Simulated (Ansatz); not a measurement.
# H9NOSi2: the cost of one run

Program: Ansatz 0.2.0, Gaussian basis. Level of theory: PBE0-D4/def2-SVP. These are calculated values, not measurements.

## Step 1: The starting structure

The start, a first-order saddle point found at PBE0-D4 in triple zeta: 13 atoms, charge 0, spin multiplicity 1.

Atoms are counted from 1 here; the program's logs count them from 0.

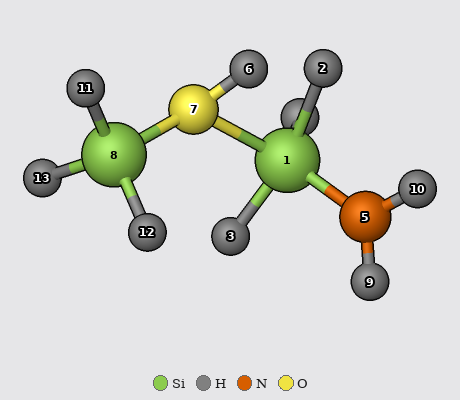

As it starts; silicon green, hydrogen grey, nitrogen orange, oxygen yellow; atoms are numbered from 1 in the order of the file.

Geometry (Å):

```
Si   -0.8725    0.3224    0.7111
H    -0.0397   -0.7262    1.7860
H    -1.2940    0.9996   -0.5737
H    -2.1746   -0.1533    1.2500
N     0.0323    1.6178    1.3545
H     0.2475   -1.2324    0.7340
O    -0.0727   -1.0423   -0.2907
Si    0.7581   -0.9793   -1.7498
H    -0.0532    2.5486    0.9823
H     0.5007    1.5763    2.2430
H     1.7076   -2.1162   -1.7422
H     1.4840    0.3065   -1.8574
H    -0.2236   -1.1215   -2.8470
```

## Step 2: The run

md/in.yaml

```yaml
crystal:
  periodic: [false, false, false]
  atoms:
    - {symbol: Si, position_ang: [-0.872549, 0.322426, 0.711113]}
    - {symbol: H, position_ang: [-0.039686, -0.726172, 1.785963]}
    - {symbol: H, position_ang: [-1.293990, 0.999594, -0.573725]}
    - {symbol: H, position_ang: [-2.174623, -0.153268, 1.249974]}
    - {symbol: N, position_ang: [0.032325, 1.617787, 1.354476]}
    - {symbol: H, position_ang: [0.247452, -1.232409, 0.733994]}
    - {symbol: O, position_ang: [-0.072750, -1.042251, -0.290745]}
    - {symbol: Si, position_ang: [0.758083, -0.979344, -1.749829]}
    - {symbol: H, position_ang: [-0.053175, 2.548630, 0.982286]}
    - {symbol: H, position_ang: [0.500673, 1.576251, 2.243042]}
    - {symbol: H, position_ang: [1.707603, -2.116203, -1.742205]}
    - {symbol: H, position_ang: [1.484036, 0.306540, -1.857390]}
    - {symbol: H, position_ang: [-0.223598, -1.121481, -2.846954]}
basis:
  gaussian: {orbitals: def2-SVP}
hamiltonian: {xc: pbe0, dispersion: d4}
md: {n_steps: 30, timestep: 0.75, temperature: 700, ensemble: nvt_langevin, seed: 163, friction: 0.05, initial_velocities: maxwell_boltzmann}
```

Command:

```bash
$ ansatz run in.yaml --threads 8 --pin off --events-out ev --progress --plain --max-ram 19148MiB
```

**Question.** How long does this run take on 8 threads of Intel Xeon Platinum 8259CL at 2.50GHz, shared host?

About 30 s.
